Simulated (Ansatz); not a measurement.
**CH4Si (SMILES C[SiH]) at 6 levels**

Wanted: a comparison of 6 runs (HF/STO-3G, B2PLYP/STO-3G, CAM-B3LYP/STO-3G, UPBE0/STO-3G, revPBE/STO-3G, CCSD/STO-3G) of CH4Si. 

The results are computed with Ansatz 0.2.0.

47 further runs of the same task are left out: 47 set aside as unsound or not needed.

## (1) Starting point

The species is CH4Si (6 atoms), meant as a singlet with charge 0. As SMILES, `C[SiH]`. The H5–C1 distance was set to 1.647 Å, away from the relaxed value. At this shape a bond of the SMILES string is far longer than usual.

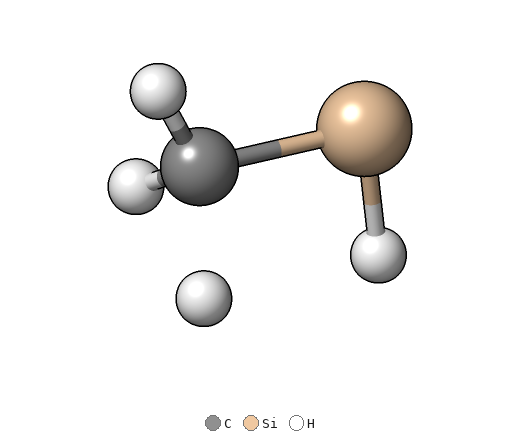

Viewed from a chosen angle; carbon grey, silicon light orange, hydrogen white.

## (2) The energy at HF/STO-3G (run 1)

job.yaml

```yaml
crystal:
  periodic: [false, false, false]
  atoms:
    - {symbol: C, position_ang: [-0.128251, -0.740014, 0.029965]}
    - {symbol: Si, position_ang: [0.882549, -0.164214, 1.522565]}
    - {symbol: H, position_ang: [-1.191651, -0.784114, 0.298065]}
    - {symbol: H, position_ang: [0.180249, -1.709614, -0.362735]}
    - {symbol: H, position_ang: [-0.024000, 0.382000, -1.170800]}
    - {symbol: H, position_ang: [0.107449, 1.145986, 1.684265]}
basis:
  gaussian:
    orbitals: STO-3G
accuracy: high
hamiltonian:
  xc: hf
```

Command:

```
$ ansatz run job.yaml --threads 1 --pin off --max-ram 2610MiB --events-out events.jsonl --progress --plain --runs-dir runs
```

The log of the run:

```text
Warning: RAYON_NUM_THREADS=1 ignored (pool sized by the plan → 1); use --threads N
Functional definition: HF
  name "HF"
  exchange = exact_x
  correlation = 0
311 factors; integrals over basis functions are off by at most 1.2e-8 eV
mean field evaluation 1: about -8846.9851 eV, gradient 9.0e0 eV
mean field evaluation 2: about -8847.0274 eV, gradient 8.9e0 eV
mean field evaluation 4: about -8847.5006 eV, gradient 7.3e-1 eV
mean field evaluation 8: about -8847.5034 eV, gradient 1.5e-2 eV
mean field -8847.50338013 eV, -325.1397521668 hartree, gradient 2.4e-8 eV, S^2 0.000000; 0 other end points of the search recorded, 0 dependent functions left out
reference -8847.50338013 eV, -325.1397521668 hartree; 12, 12 occupied and 6, 6 virtual orbitals, 311 factors
Total energy: -8847.50338013 eV, -325.1397521668 hartree
```

It took 0.08 s on 1 thread of Arm Neoverse V2, shared host.

## (3) A single-point energy at B2PLYP/STO-3G (run 2)

in.yaml

```yaml
crystal:
  periodic: [false, false, false]
  atoms:
    - {symbol: C, position_ang: [-0.128251, -0.740014, 0.029965]}
    - {symbol: Si, position_ang: [0.882549, -0.164214, 1.522565]}
    - {symbol: H, position_ang: [-1.191651, -0.784114, 0.298065]}
    - {symbol: H, position_ang: [0.180249, -1.709614, -0.362735]}
    - {symbol: H, position_ang: [-0.024000, 0.382000, -1.170800]}
    - {symbol: H, position_ang: [0.107449, 1.145986, 1.684265]}
basis:
  gaussian:
    orbitals: STO-3G
magnetization:
  spin_polarized: false
  initial_magnetization: 0
hamiltonian:
  xc: {name: B2PLYP}
correlation:
  frozen_orbitals: {C: 1, H: 0, Si: 5}
accuracy: high
```

Command:

```
$ ansatz run in.yaml --threads 1 --pin off --max-ram 2610MiB --events-out events.jsonl --progress --plain --runs-dir runs
```

The log of the run (excerpt; [...] marks lines left out):

```text
Warning: RAYON_NUM_THREADS=1 ignored (pool sized by the plan → 1); use --threads N
Functional definition: B2PLYP
  name "B2PLYP"
[...]
311 factors; integrals over basis functions are off by at most 1.2e-8 eV
[...]
mean field -8863.64071882 eV, -325.7327884253 hartree, gradient 5.6e-8 eV, S^2 0.000000; 0 other end points of the search recorded, 0 dependent functions left out
6 core orbitals not correlated: weight in the atoms' cores, before any rotation towards them, 1.000 or more for the frozen orbitals, at most 0.000 for the correlated occupied ones
reference -8863.64073706 eV, -325.7327890956 hartree; 6, 6 occupied and 6, 6 virtual orbitals, 311 factors
second order -3.82783954 eV of doubles, -0.00000000 eV of singles
Total energy: -8864.67425374 eV, -325.7707701329 hartree
```

Run time: 1.3 s. Hardware: 1 thread of Arm Neoverse V2, shared host; peak memory 0.095 GiB.

Runs 3 to 5 aren't shown in full; the table further down has their settings and results.

## (4) The energy at CCSD/STO-3G (run 6)

Changes to in.yaml since step 3:

```diff
@@ -12,9 +12,7 @@
     orbitals: STO-3G
-magnetization:
-  spin_polarized: false
-  initial_magnetization: 0
-hamiltonian:
-  xc: {name: B2PLYP}
 correlation:
+  method: ccsd
   frozen_orbitals: {C: 1, H: 0, Si: 5}
+scf:
+  omitted_lower_state_checks: [cluster_reference, increment]
 accuracy: high
```

Command:

```
$ ansatz run in.yaml --threads 1 --pin off --max-ram 2610MiB --events-out events.jsonl --progress --plain --runs-dir runs
```

The log of the run (excerpt; [...] marks lines left out):

```text
Warning: RAYON_NUM_THREADS=1 ignored (pool sized by the plan → 1); use --threads N
[... 2 set-up lines as earlier in the session ...]
[...]
311 factors; integrals over basis functions are off by at most 1.2e-8 eV
[...]
mean field -8847.50338013 eV, -325.1397521668 hartree, gradient 2.4e-8 eV, S^2 0.000000; 0 other end points of the search recorded, 0 dependent functions left out; unrestricted orbitals would lower it
6 core orbitals not correlated: weight in the atoms' cores, before any rotation towards them, 1.000 or more for the frozen orbitals, at most 0.000 for the correlated occupied ones
reference -8847.50338013 eV, -325.1397521668 hartree; 6, 6 occupied and 6, 6 virtual orbitals, 311 factors
second order -2.90751310 eV of doubles, -0.00000000 eV of singles
cycle   1  -3.64080238 eV  change   -7.3e-1 eV  update   8.5e-2
[...]
cycle  27  -4.15768521 eV  change   7.8e-11 eV  update  2.0e-10
Total energy: -8851.66106535 eV, -325.2925442802 hartree
Checks for a lower state left out: cluster_reference, increment
```

It took 0.12 s on 1 thread of Arm Neoverse V2, shared host.

## (5) The series

```csv
run,level,frozen core orbitals,energy (Eh),wall time
1,HF/STO-3G,–,-325.139752,0.08 s
2,B2PLYP/STO-3G,6,-325.770770,1.3 s
3,CAM-B3LYP/STO-3G,–,-325.938666,1.1 s
4,UPBE0/STO-3G,–,-325.820771,1.6 s
5,revPBE/STO-3G,–,-325.928313,0.87 s
6,CCSD/STO-3G,6,-325.292544,0.12 s
```

## (6) Summary of results

| quantity | value |
| --- | --- |
| run 6: total energy | -325.29254 Eh |
| run 6: correlation energy (6 core orbitals frozen) | -152.8 mEh |
| run 6: T1 diagnostic | 0.008 |

In words: Totals of different functionals can't be ranked against each other. In run 6 the log says that unrestricted orbitals would lower the reference, so the values rest on an unstable closed-shell determinant (other closed-shell runs at this shape may share the fault). In runs 1, 2, 3, 4, 5, 6 the basis is minimal, so the values are rough. All runs together took 5.1 s, the longest 1.6 s.
